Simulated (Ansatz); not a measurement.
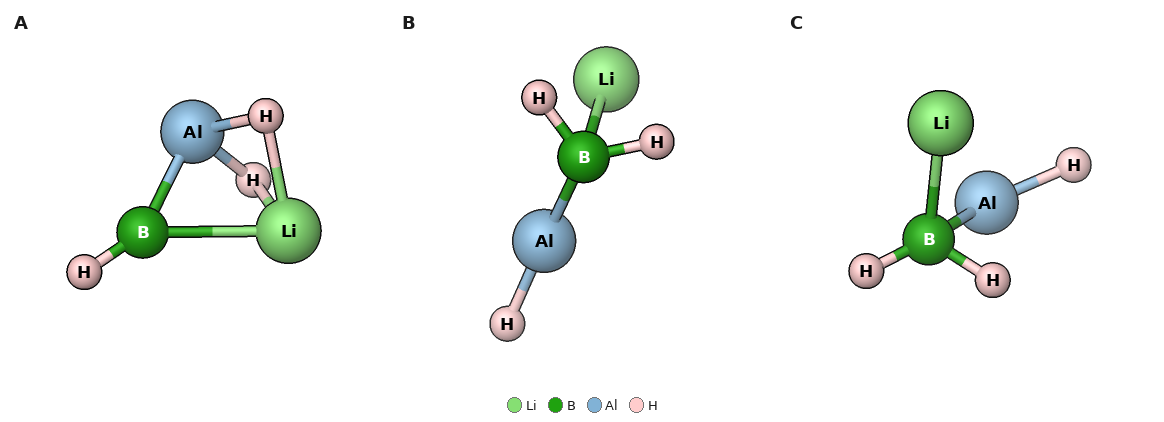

3 stationary structures of one formula. Geometries: PBE-D4/def2-SVP. Electronic energies: PBE-D4/def2-SVP (Ansatz 0.2.0), without zero-point energy. No frequency run is at hand to confirm each as a minimum.

> Which structure is the most stable?

B is lowest; C lies 9.3 kJ/mol above it (C1), A lies 95.4 kJ/mol above it.
